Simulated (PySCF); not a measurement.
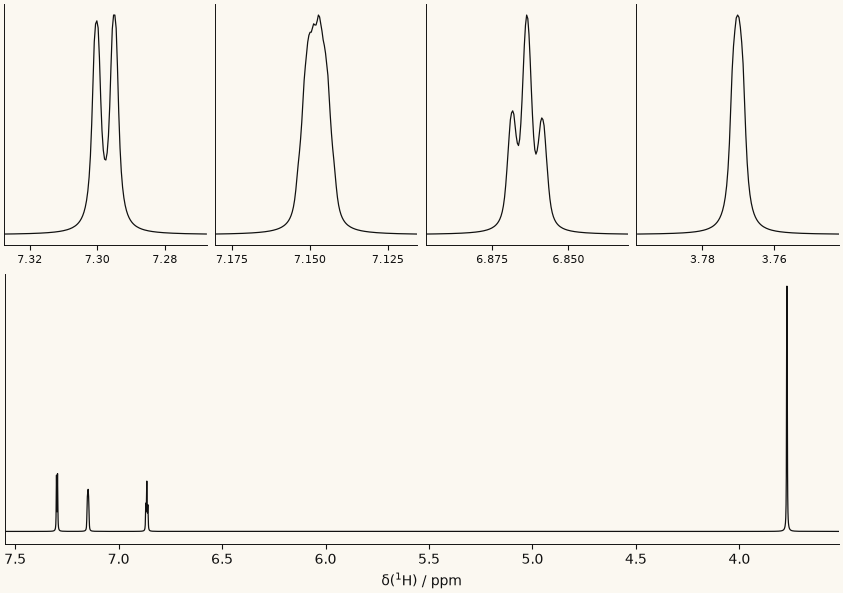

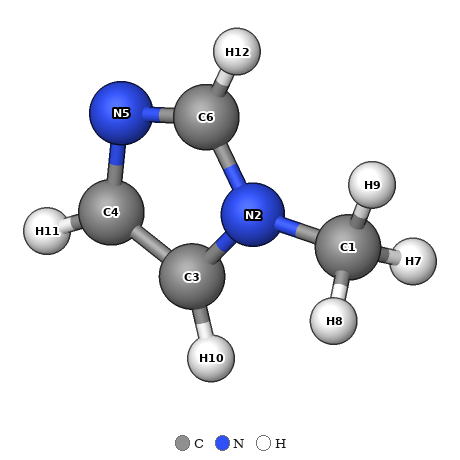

C₄H₆N₂, SMILES Cn1ccnc1. Simulated ¹H spectrum at 300 MHz, line width 0.6 Hz, from GIAO shifts (PBE0/pcSseg-1, against TMS) and couplings (B3LYP/pcJ-1), PySCF, at a GFN2-xTB geometry (no frequency check). Gas phase, values of one conformer, averaged over methyl-type rotors and exact or near symmetry; couplings among ¹H are treated exactly, other nuclei are left out. The spin-dipole term of J is left out for all pairs. The upper panels enlarge each group of lines, each scaled alone.

> Assign the signals.

```
δ (ppm)  nuclei       atoms
   7.30       1         H11
   7.15       1         H12
   6.86       1         H10
   3.77       3  H7, H8, H9
```

> Which couplings enter the simulation?

```
          pair  J (Hz)
       H11–H10     1.6
       H12–H10     1.4
H12 – H7/H8/H9    −0.6
```

Not listed: couplings under 0.5 Hz, those between magnetically equivalent nuclei.

Caveats, for all or some of the runs: the tight-binding geometry is rougher than a DFT one and adds to the error.
